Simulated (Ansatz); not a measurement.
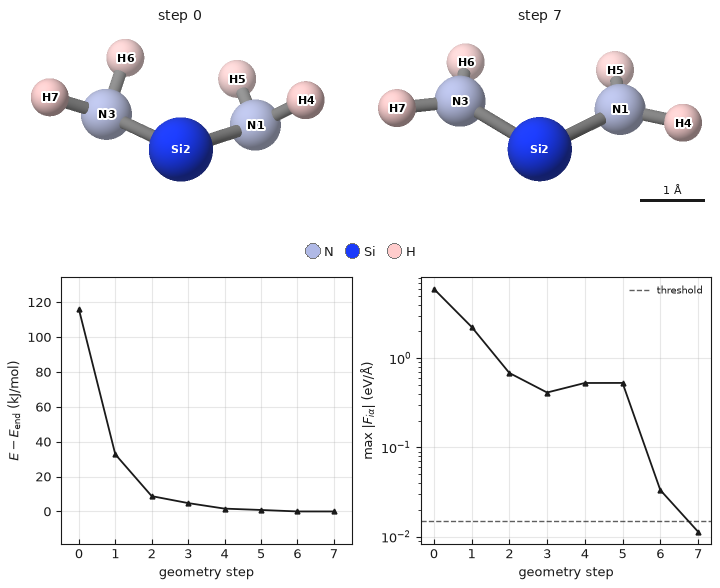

First and last geometry of a relaxation of SiN$_{2}$H$_{4}$, with the history of the run. A ball-and-stick model, seen from a free direction.

The run prepares an end point of a later path (inversion) calculation, from a guessed geometry.

Level of theory: Ansatz, RKS PBE0-D4/STO-3G.

The input:
```yaml
crystal:
  periodic: [false, false, false]
  atoms:
    - { symbol: "N", position_ang: [-0.9757, 0.4178, -0.5039] }
    - { symbol: Si, position_ang: [-0.197, -1.0088, -0.4107] }
    - { symbol: "N", position_ang: [0.9983, -0.3536, 0.5437] }
    - { symbol: H, position_ang: [-1.33575, 0.6029, -1.40644] }
    - { symbol: H, position_ang: [-0.35094, 1.19678, -0.35192] }
    - { symbol: H, position_ang: [1.2706, 0.5764, 0.1783] }
    - { symbol: H, position_ang: [1.9094, -0.9054, 0.4913] }
basis:
  gaussian: { orbitals: STO-3G }
hamiltonian:
  xc: pbe0
  dispersion: d4
relax:
  f_tol: 0.015
  max_steps: 40
```

Command:
```bash
ansatz run input.yaml --threads 1 --pin off --max-ram 2048MiB --backend cpu --events-out ev --progress --plain --runs-dir out
```

Did the run converge, and what did it change?

It converged. After 7 geometry steps the energy has fallen by 116.0 kJ/mol. The largest force component goes from 6 to 0.011 eV/Å. The atom that moves furthest after the best rigid fit is H4 (0.47 Å). Largest moves by element: H 0.47 Å, N 0.31 Å, Si 0.06 Å. Some distances before and after: N1–Si2 1.628 → 1.720 Å, Si2–N3 1.664 → 1.720 Å, N1–H4 0.989 → 1.033 Å, N3–H7 1.066 → 1.033 Å. Bond angles that change, for instance: Si2–N3–H6 109.9° → 127.6°, Si2–N1–H5 111.8° → 127.6°, Si2–N3–H7 112.4° → 122.6°. The run took 8.1 s on 1 thread of Intel(R) Xeon(R) Processor @ 2.70GHz, with other jobs on the host, peak memory 0.11 GiB.

Limits of the set-up: STO-3G is a minimal basis, so the numbers are rough.
